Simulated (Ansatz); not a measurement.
The relaxed structure here is a generated cell of Al2Au: the first start was made by a random draw of sites in a space group, and the end was not matched to a known phase here, so it may be hypothetical.

The end point of a relaxation of Al2Au. Space group I4/mmm (No. 139). Method: PBEsol (plane waves to 420 eV, PAW, scalar-relativistic; Ansatz, a quantum-chemistry and plane-wave program).

```xyz
3
Lattice="-1.8081 1.8081 3.8332 1.8081 -1.8081 3.8332 1.8081 1.8081 -3.8332" Properties=species:S:1:pos:R:3 pbc="T T T"
Al     0.0000     0.0000     1.2593
Al     0.0000     0.0000     6.4070
Au     0.0000     0.0000     3.8332
```

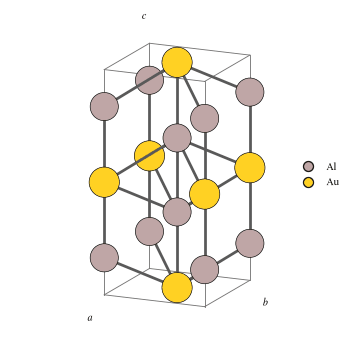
Figure: The conventional cell of the relaxed structure

| Property | Value |
|---|---|
| Volume per atom | 16.71 Å³ |
| Band gap | zero (metallic) |
| Shortest distances | Al–Al 2.52 Å; Al–Au 2.57 Å |
| k-mesh | 18×18×18 |

Band energies at high-symmetry points (eV from the Fermi level; labels of this space group; no spin-orbit coupling), from −5 eV up to 1.9 eV:

```
point                                  energies
-----  ----------------------------------------
Γ                                    -0.53 0.89
X      -4.79 -4.54 -3.35 -3.21 -1.80 -0.57 0.04
P       -4.54 -3.48 -3.45 -3.45 -2.70 0.42 1.51
N                              -4.30 -2.95 0.41
M                                   -0.39 -0.39
S                              -4.64 -4.26 1.93
S0                             -4.64 -4.26 1.93
R             -4.52 -3.84 -3.77 -2.44 1.14 1.78
```

No spin polarisation in the result.

The run could not lose the symmetry of its start, so the end can be a saddle point.
